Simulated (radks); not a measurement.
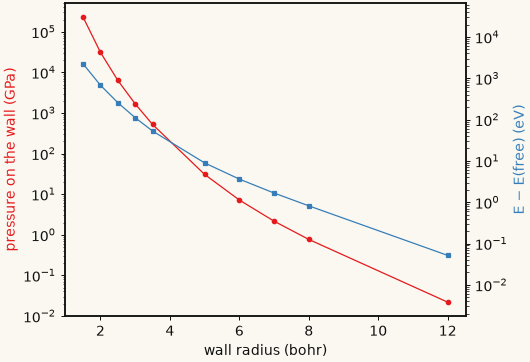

A free Cs atom in the configuration [Xe] 6s1. It is put inside a hard spherical wall of varying radius. Level of theory: scalar-relativistic Kohn-Sham, LDA (Slater exchange, VWN5 correlation), spin-unpolarised, spherical densities, finite nucleus. Computed with the in-house radial solver radks. The plot shows the pressure on the wall (left axis) and the energy above the free species (right axis).

### Read the pressure and the energy cost of confinement.

The pressure grows from 0.022 GPa at 12 bohr through 31 GPa at 5 bohr to 230000 GPa at 1.5 bohr, and the energy above the free species from 0.0515 eV through 8.95 eV to 2247 eV. The pressure is −dE/dV with V = 4πR³/3.
